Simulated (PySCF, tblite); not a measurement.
# C₄H₈BO₃ radical: geometry, infrared bands and EPR parameters

Wanted: the infrared bands and EPR parameters of C₄H₈BO₃ radical (`CCB(O)OC[C]=O`), by calculation.

Computed with tblite 0.8.0 and PySCF 2.14.0, with density-fitted response routines of our own, on a single molecule in the gas phase. Atoms count from 0, in the outputs and in this text.

## 1. Starting geometry

16 atoms, charge 0, multiplicity 2; geometry from: force field or distance geometry start.

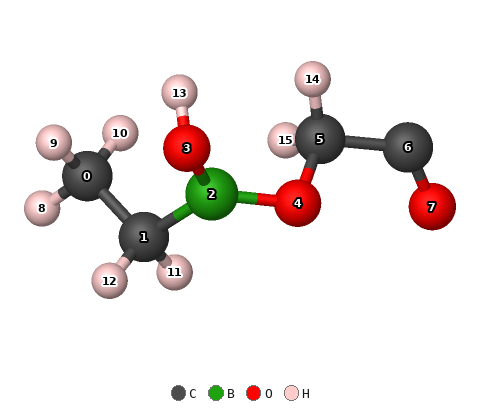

As it starts; carbon dark grey, boron green, oxygen red, hydrogen pink, atoms numbered.

## 2. Relaxing the molecule with GFN2-xTB

What the job is given:

```
{"job": {"kind": "relax", "xc": "GFN2-xTB", "basis": "xTB"}, "charge": 0, "multiplicity": 2}
C     -1.905300    -0.025900    -0.934100
C     -1.387800    -0.356300     0.445900
B     -0.108700     0.535500     0.830100
O     -0.263200     1.995800     0.941500
O      1.179300    -0.097400     1.122800
C      1.916500    -0.179300    -0.083300
C      3.238000    -0.820000     0.202500
O      3.294800    -1.966200     0.622700
H     -2.777200    -0.678400    -1.163700
H     -2.252900     1.034700    -0.972000
H     -1.133100    -0.195500    -1.704100
H     -1.092900    -1.434700     0.486900
H     -2.184800    -0.189900     1.220100
H     -0.051100     2.339100     0.044800
H      2.128200     0.843300    -0.493200
H      1.392500    -0.796000    -0.833500
```

The run is started by

```
$ OMP_NUM_THREADS=1 python probes_run.py task.json out
```

One launch serves the whole session: the jobs run in the order shown.

Output:

```text
step      E/eV     max force
  0    -707.19441    4.078
  1    -707.39722    6.643
  2    -707.65955    0.932
  3    -707.71189    0.756
  4    -707.74612    0.391
  5    -707.75918    0.343
  6    -707.78239    0.422
  7    -707.80740    0.532
  8    -707.84154    0.933
  9    -707.87707    0.976
 10    -707.95651    0.672
 11    -708.03290    0.967
 12    -708.08325    2.381
 13    -708.02741    2.537
 14    -708.20223    1.233
 15    -708.24580    0.651
 16    -708.29574    0.963
 17    -708.33142    0.799
 18    -708.37311    0.423
 19    -708.39201    0.442
 20    -708.41151    0.487
 21    -708.42577    0.450
 22    -708.44135    0.261
 23    -708.45435    0.312
 24    -708.46820    0.339
 25    -708.47995    0.326
 26    -708.49338    0.252
 27    -708.50362    0.238
 28    -708.51088    0.190
 29    -708.51579    0.160
 30    -708.52022    0.193
 31    -708.52450    0.223
 32    -708.52961    0.260
 33    -708.53623    0.324
 34    -708.54442    0.287
 35    -708.55365    0.274
 36    -708.56395    0.322
 37    -708.57507    0.294
 38    -708.58860    0.273
 39    -708.61038    0.423
 40    -708.63695    0.696
 41    -708.64873    0.919
 42    -708.66946    0.801
 43    -708.66804    2.081
 44    -708.71882    0.670
 45    -708.73274    0.366
 46    -708.75464    0.462
 47    -708.77971    0.601
 48    -708.80373    0.458
 49    -708.82484    0.484
 50    -708.85155    0.420
 51    -708.87046    0.396
 52    -708.88268    0.230
 53    -708.89092    0.181
 54    -708.89891    0.219
 55    -708.90822    0.282
 56    -708.91649    0.422
 57    -708.92325    0.176
 58    -708.92819    0.202
 59    -708.93411    0.189
 60    -708.93762    0.163
 61    -708.94142    0.176
 62    -708.94352    0.130
 63    -708.94565    0.168
 64    -708.94818    0.149
 65    -708.95096    0.174
 66    -708.95323    0.158
 67    -708.95507    0.175
 68    -708.95715    0.233
 69    -708.96002    0.230
 70    -708.96304    0.172
 71    -708.96549    0.115
 72    -708.96772    0.164
 73    -708.97082    0.158
 74    -708.97638    0.262
 75    -708.98192    0.299
 76    -708.98738    0.217
 77    -708.99026    0.130
 78    -708.99216    0.177
 79    -708.99388    0.138
 80    -708.99618    0.132
 81    -708.99803    0.081
 82    -708.99958    0.094
 83    -709.00136    0.090
 84    -709.00263    0.146
 85    -709.00388    0.096
 86    -709.00505    0.093
 87    -709.00761    0.101
 88    -709.00894    0.113
 89    -709.01110    0.159
 90    -709.01298    0.157
 91    -709.01508    0.195
 92    -709.01668    0.125
 93    -709.01856    0.153
 94    -709.02022    0.079
 95    -709.02142    0.121
 96    -709.02236    0.090
 97    -709.02368    0.091
 98    -709.02462    0.096
 99    -709.02547    0.067
100    -709.02631    0.080
101    -709.02725    0.108
102    -709.02839    0.104
103    -709.02981    0.106
104    -709.03188    0.097
105    -709.03396    0.127
106    -709.03595    0.184
107    -709.03771    0.196
108    -709.03981    0.163
109    -709.04223    0.115
110    -709.04421    0.086
111    -709.04521    0.127
112    -709.04594    0.079
113    -709.04662    0.068
114    -709.04703    0.040
115    -709.04717    0.027
116    -709.04725    0.024
117    -709.04735    0.031
118    -709.04747    0.032
119    -709.04760    0.041
120    -709.04776    0.050
121    -709.04801    0.062
122    -709.04835    0.058
123    -709.04871    0.046
124    -709.04898    0.033
125    -709.04917    0.036
126    -709.04934    0.033
127    -709.04957    0.031
128    -709.04982    0.034
129    -709.05002    0.026
130    -709.05015    0.021
131    -709.05026    0.025
132    -709.05035    0.033
133    -709.05045    0.041
134    -709.05057    0.044
135    -709.05075    0.042
136    -709.05095    0.032
137    -709.05114    0.032
138    -709.05132    0.027
139    -709.05146    0.029
140    -709.05157    0.022
141    -709.05163    0.019
142    -709.05167    0.017
143    -709.05170    0.016
144    -709.05172    0.013
145    -709.05175    0.012
146    -709.05178    0.013
147    -709.05182    0.014
148    -709.05189    0.015
149    -709.05195    0.023
150    -709.05199    0.028
151    -709.05202    0.028
152    -709.05205    0.024
153    -709.05207    0.018
154    -709.05209    0.013
155    -709.05210    0.010
156    -709.05211    0.008
```

Run time: 0.56 s. Hardware: 1 thread of AMD EPYC 9B45, shared host.

Step by step: (not every step is listed)

| step | energy from step 0 (eV) | largest force (eV/Å) |
| --- | --- | --- |
| 0 | 0.0000 | 4.0785 |
| 1 | -0.2028 | 6.6431 |
| 2 | -0.4651 | 0.9323 |
| 3 | -0.5175 | 0.7564 |
| 4 | -0.5517 | 0.3913 |
| 5 | -0.5648 | 0.3435 |
| 6 | -0.5880 | 0.4225 |
| 7 | -0.6130 | 0.5325 |
| 8 | -0.6471 | 0.9329 |
| 22 | -1.2469 | 0.2615 |
| 36 | -1.3695 | 0.3218 |
| 50 | -1.6571 | 0.4199 |
| 64 | -1.7538 | 0.1488 |
| 78 | -1.7978 | 0.1769 |
| 92 | -1.8223 | 0.1246 |
| 106 | -1.8415 | 0.1839 |
| 120 | -1.8534 | 0.0495 |
| 134 | -1.8562 | 0.0445 |
| 148 | -1.8575 | 0.0154 |
| 151 | -1.8576 | 0.0276 |
| 152 | -1.8576 | 0.0235 |
| 153 | -1.8577 | 0.0184 |
| 154 | -1.8577 | 0.0128 |
| 155 | -1.8577 | 0.0102 |
| 156 | -1.8577 | 0.0084 |

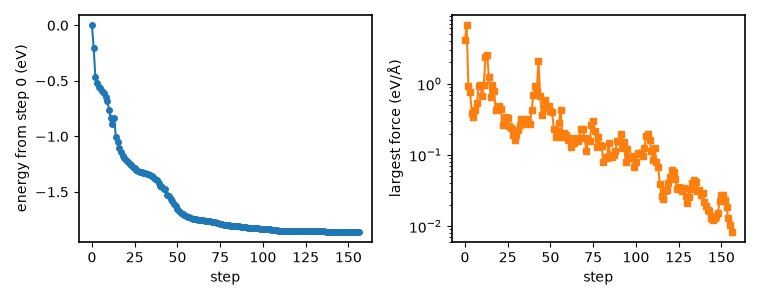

Energy and force, step by step.

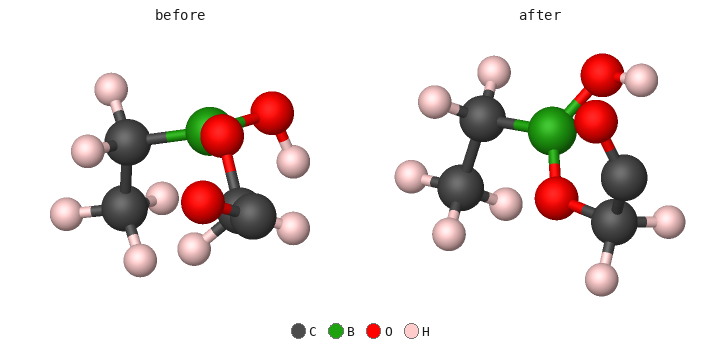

The geometry before (left) and after (right).

Close pairs (by a distance rule), those that changed most:

| bond | before (Å) | after (Å) | change (Å) |
| --- | --- | --- | --- |
| B2–O3 | 1.473 | 1.348 | -0.124 |
| B2–O4 | 1.465 | 1.366 | -0.098 |
| C6–O7 | 1.222 | 1.189 | -0.033 |
| C1–H12 | 1.124 | 1.090 | -0.033 |
| C0–H9 | 1.117 | 1.087 | -0.029 |
| C1–H11 | 1.119 | 1.092 | -0.026 |
| O3–H13 | 0.983 | 0.958 | -0.026 |
| C0–H8 | 1.113 | 1.088 | -0.025 |

The next job starts from the end point, and lists it.

## 3. Vibrational analysis with GFN2-xTB

What the job is given:

```
{"job": {"kind": "ir", "xc": "GFN2-xTB", "basis": "xTB"}, "charge": 0, "multiplicity": 2}
C     -2.202542    -0.250259    -0.956253
C     -1.612963    -0.224011     0.455142
B     -0.082185     0.233839     0.521761
O      0.301890     1.029495     1.540241
O      0.734847    -0.210332    -0.479059
C      2.094602     0.113925    -0.646560
C      3.004669    -0.337223     0.443205
O      2.800140    -0.840610     1.500452
H     -3.226425    -0.617837    -0.938334
H     -2.203335     0.748144    -1.387012
H     -1.609614    -0.897183    -1.596598
H     -1.687650    -1.228120     0.878939
H     -2.216418     0.424519     1.090566
H      1.233724     1.229376     1.635871
H      2.238087     1.199586    -0.753806
H      2.425574    -0.364365    -1.575198
```

Output:

```text
mode    cm-1     km/mol
  1      14.4      0.58
  2      43.4      2.85
  3      83.7      3.19
  4     136.2      0.29
  5     156.0      0.70
  6     191.3      4.83
  7     217.5      2.32
  8     260.9      0.68
  9     343.9      6.20
 10     446.4      9.68
 11     513.8     10.35
 12     559.4    151.16
 13     676.4     52.66
 14     703.9     19.64
 15     774.8     35.31
 16     858.7      7.29
 17     874.1     22.82
 18     906.7     70.50
 19     982.3     62.43
 20    1008.7     24.10
 21    1030.0     70.85
 22    1084.0      2.55
 23    1180.9    345.54
 24    1187.2     11.99
 25    1226.5     94.26
 26    1242.7     73.21
 27    1277.8     50.53
 28    1318.0    102.68
 29    1392.7     28.72
 30    1406.9      0.61
 31    1479.2      1.26
 32    1502.5      2.31
 33    1509.5      2.83
 34    1900.7    288.93
 35    2862.5     15.73
 36    2931.2      3.77
 37    2969.4     28.60
 38    3004.0     26.61
 39    3023.3     54.21
 40    3035.6     47.79
 41    3050.3     34.62
 42    3604.3      4.95
```

Run time: 0.27 s. Hardware: 1 thread of AMD EPYC 9B45, shared host.

The strongest bands and the atoms that carry them (share of the mass-weighted mode):

| cm⁻¹ | km/mol | atoms |
| --- | --- | --- |
| 559 | 151.2 | H13 56 %, B2 19 %, O3 14 % |
| 907 | 70.5 | H13 42 %, C5 17 %, O3 10 % |
| 1030 | 70.8 | O4 30 %, C5 22 %, H8 13 %, H12 13 % |
| 1181 | 345.5 | B2 54 %, H15 12 %, O4 10 % |
| 1226 | 94.3 | B2 31 %, H12 25 % |
| 1243 | 73.2 | H11 38 %, B2 20 % |
| 1318 | 102.7 | H12 31 %, C1 25 %, B2 19 % |
| 1901 | 288.9 | C6 60 %, O7 40 % |

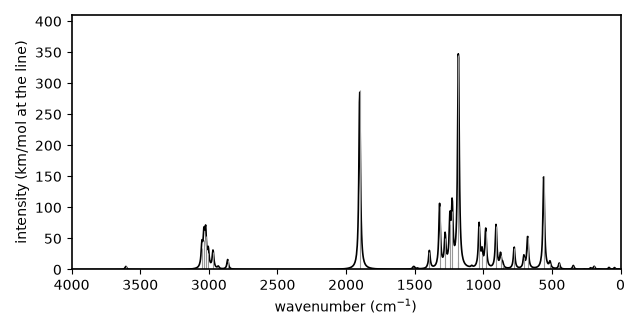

The infrared spectrum from these modes, unscaled. Lines are broadened to a width of 14 cm⁻¹ (Lorentzian).

## 4. EPR parameters: B3LYP/pcH-1

Settings changed since step 3:

```diff
@@ -1,2 +1,2 @@
-{"job": {"kind": "ir", "xc": "GFN2-xTB", "basis": "xTB"}, "charge": 0, "multiplicity": 2}
+{"job": {"kind": "epr", "basis": "pcH-1"}, "charge": 0, "multiplicity": 2}
 C     -2.202542    -0.250259    -0.956253
```

Level: UKS B3LYP, pcH-1 on B C H O, non-relativistic, mean-field spin-orbit, GIAO.

Output:

```text
UKS, coarse grid
  cycle   1  E = -407.57931333  |g| = 8.44e-01
  cycle   2  E = -406.75880778  |g| = 1.70e+00
  cycle   3  E = -407.80469669  |g| = 3.10e-01
  cycle   4  E = -407.83941043  |g| = 8.74e-02
  cycle   5  E = -407.84167636  |g| = 2.49e-02
  cycle   6  E = -407.84192374  |g| = 7.76e-03
  cycle   7  E = -407.84194744  |g| = 2.21e-03
  cycle   8  E = -407.84194975  |g| = 1.08e-03
  cycle   9  E = -407.84195006  |g| = 3.60e-04
UKS, final grid
  cycle   1  E = -407.84194460  |g| = 5.76e-04
  cycle   2  E = -407.84194436  |g| = 1.02e-03
  cycle   3  E = -407.84194472  |g| = 1.11e-04
  cycle   4  E = -407.84194473  |g| = 3.23e-05
  cycle   5  E = -407.84194473  |g| = 1.16e-05
E = -407.84194473 Eh   <S^2> = 0.7527 (exact 0.7500)
g shifts (ppm)      1          2          3
  rmc          -236       -236       -236
  gc             52         12       -134
  oz_so       -6723        -58       2836
  total       -6907       -282       2466
hyperfine (MHz)  atom isotope    a_iso     a_fc   dipolar eigenvalues
    0   13C       0.72       0.72     -0.17     -0.16      0.34
    1   13C       1.24       1.24     -0.42     -0.32      0.73
    2   11B      -1.49      -1.49     -1.03     -0.13      1.16
    3   17O      -2.25      -2.25     -1.53      0.59      0.93
    4   17O     -10.02     -10.02    -18.71      8.86      9.84
    5   13C     191.69     191.69    -12.92    -11.22     24.14
    6   13C     325.49     325.49    -50.42    -48.97     99.38
    7   17O     -39.48     -39.48   -109.29     51.42     57.87
    8    1H      -0.04      -0.04     -0.35     -0.33      0.68
    9    1H       0.01       0.01     -0.53     -0.49      1.02
   10    1H       0.04       0.04     -0.77     -0.67      1.43
   11    1H       0.65       0.65     -0.84     -0.61      1.45
   12    1H       0.23       0.23     -0.60     -0.51      1.10
   13    1H      -0.29      -0.29     -2.85     -2.54      5.40
   14    1H     -11.22     -11.22     -8.25     -5.38     13.63
   15    1H     -10.13     -10.13     -8.44     -5.41     13.84
```

Run time: 34 s. Hardware: 1 thread of AMD EPYC 9B45, shared host; peak memory 0.96 GiB.

Principal g values 1.99541, 2.00204, 2.00478; g(iso) = 2.00074, against 2.00232 for a free electron.

Hyperfine couplings; where a row names several nuclei, a(iso) is their mean (it holds for fast rotation or exchange) and the dipolar term the largest among them:

| nuclei | isotope | a(iso) (MHz) | a(iso) (G, at g = 2.0023) | largest dipolar term (MHz) |
| --- | --- | --- | --- | --- |
| C6 | 13C | 325.5 | 116.1 | 99.4 |
| C5 | 13C | 191.7 | 68.4 | 24.1 |
| O7 | 17O | -39.5 | -14.1 | -109.3 |
| H14, H15 | 1H | -10.7 | -3.8 | 13.8 |
| O4 | 17O | -10.0 | -3.6 | -18.7 |
| O3 | 17O | -2.2 | -0.8 | -1.5 |
| B2 | 11B | -1.5 | -0.5 | 1.2 |
| C1 | 13C | 1.2 | 0.4 | 0.7 |
| C0 | 13C | 0.7 | 0.3 | 0.3 |
| H11, H12 | 1H | 0.4 | 0.2 | 1.4 |
| H13 | 1H | -0.3 | -0.1 | 5.4 |
| H8, H9, H10 | 1H | 0.0 | 0.0 | 1.4 |

Mulliken spin populations:

C0 0.00; C1 0.00; B2 0.01; O3 0.00; O4 0.04; C5 0.07; C6 0.63; O7 0.25; H8 0.00; H9 0.00; H10 0.00; H11 0.00; H12 0.00; H13 0.00; H14 0.00; H15 0.00

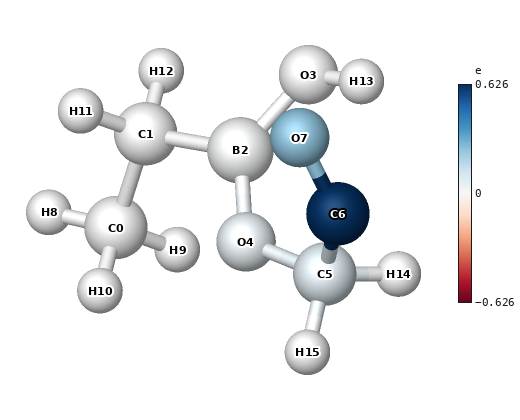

Mulliken spin populations, as colours on the atoms.

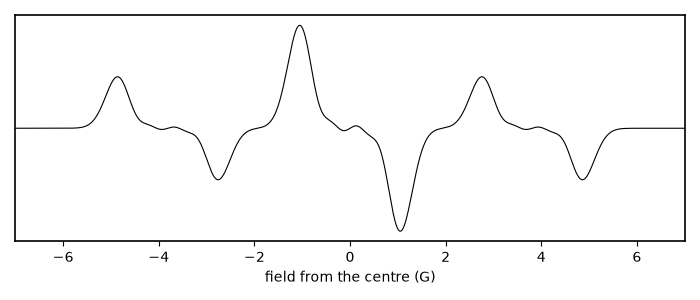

First-order isotropic spectrum (first derivative, main isotopes with spin only, couplings over 0.8 MHz, Gaussian width 0.3 G; couplings of the frozen geometry, rotation of groups not averaged beyond the rows shown).

Orbitals, density, ELF and potential are computed afterwards from the orbital file.

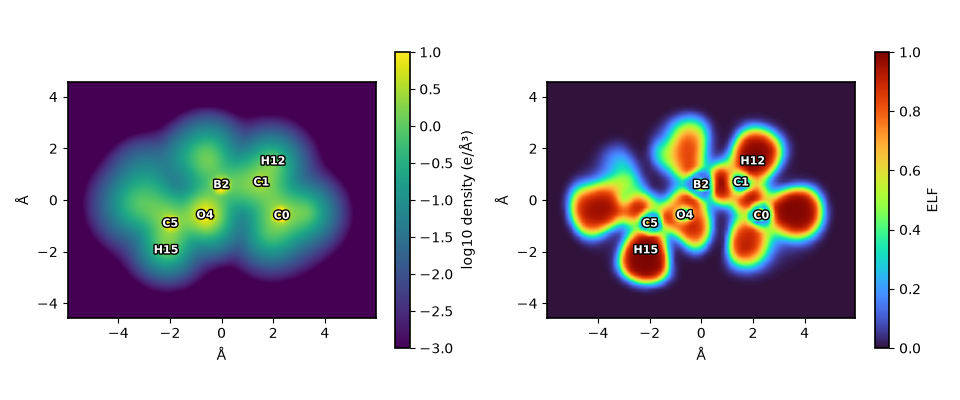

Density (left) and ELF (right) in a plane through or near 7 of the atoms.

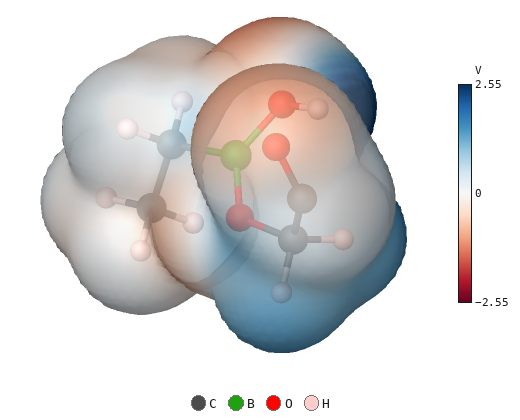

Electrostatic potential on the surface of density 0.002 e/bohr³; red is low, blue high. It runs from -1.24 V near O3 to 2.55 V near H13.

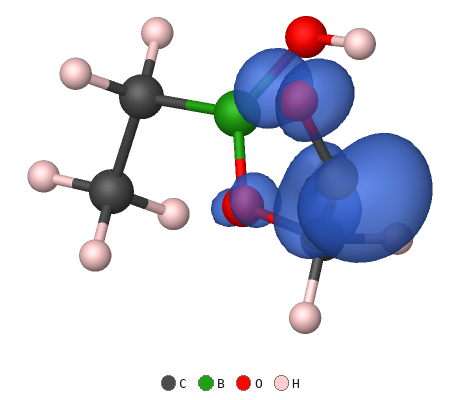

Spin density at ±0.05 e/Å³ (alpha excess blue, beta excess red).

## 5. Outcome

```
                                                                  quantity                  value
                                 strongest single infrared mode (GFN2-xTB)  1181 cm⁻¹, 346 km/mol
                                              zero-point energy (GFN2-xTB)          75.7 kcal/mol
                                                            g(iso) (B3LYP)                2.00074
                                                                      ⟨S²⟩     0.753 (exact 0.75)
                                        largest a(iso) (averaged by class)   13C on C6, 325.5 MHz
potential on the surface of density 0.002 e/bohr³, 1st and 99th percentile     -1.24 V and 2.55 V
```

Relaxing lowered the energy by 1.858 eV in 156 steps; the close pair that moved most is B2–O3, from 1.473 to 1.348 Å. No mode is imaginary among the 42: a minimum at this level. The strongest single mode, at 1181 cm⁻¹, moves mainly B2. GFN2-xTB is a fitted tight-binding method: band positions and strengths are rough. Its intensities can rank the bands wrongly. The largest share of the spin, 0.63 e, sits on C6. The isotropic g lies 1.6 ppt below the free-electron value. These values are for one conformer; the search (at its own cheap level) found 2 more, at 0.81, 1.25 kcal/mol, and measured spectra average over such forms.
